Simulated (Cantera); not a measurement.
Feed: 1 mol Al, a varied amount of O2, 30 mol H2, at 450 °C and 49.0 mbar.

Cantera equilibrium calculation (NASA polynomials, part measured and part estimated; ideal gas, pure solids and liquids). Candidate condensed phases: Al, Al2O3, H2O; 19 gas species. Rates play no part.

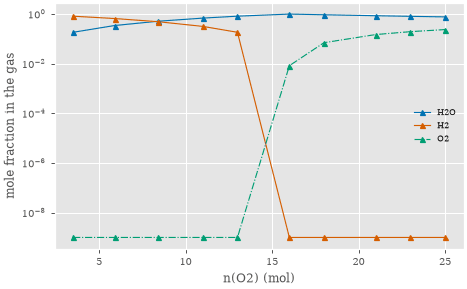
Fig. 1. Equilibrium gas composition (values under 1e-9 drawn at 1e-9)

From 3.5 mol O2 to 25 mol O2 the condensed part is Al2O3(s).
